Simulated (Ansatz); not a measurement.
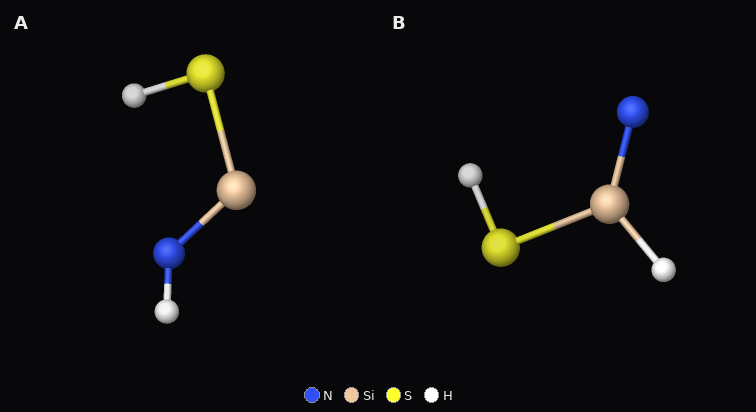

2 stationary structures of one formula. Charge 0, doublet. Geometries: PBE0-D4/def2-TZVP. Electronic energies: UHF-CCSD(T) (frozen core)/def2-TZVPP (Ansatz 0.2.0), without zero-point energy. No frequency run is at hand to confirm each as a minimum.

Which is lowest in energy, and by how much?

Answer. A is lowest (Cs); B lies 30.0 kcal/mol above it (Cs).

Give E(B) − E(A) in kcal/mol at these levels too: UHF-CCSD(T) (frozen core)/def2-TZVPP; PBE0-D4/def2-TZVP; B3LYP-D4/def2-TZVPP; PBE-D4/def2-TZVPP; PBE0-D4/def2-TZVPP; ωB97M-V/def2-TZVPP; r2SCAN-D4/def2-TZVPP.

| level | E(B) − E(A) (kcal/mol) |
| --- | --- |
| UHF-CCSD(T) (frozen core)/def2-TZVPP | +30.0 |
| PBE0-D4/def2-TZVP | +31.6 |
| B3LYP-D4/def2-TZVPP | +31.4 |
| PBE-D4/def2-TZVPP | +34.1 |
| PBE0-D4/def2-TZVPP | +32.2 |
| ωB97M-V/def2-TZVPP | +31.2 |
| r2SCAN-D4/def2-TZVPP | +31.3 |

The determinant isn't a pure spin state (⟨S²⟩ up to 0.99).
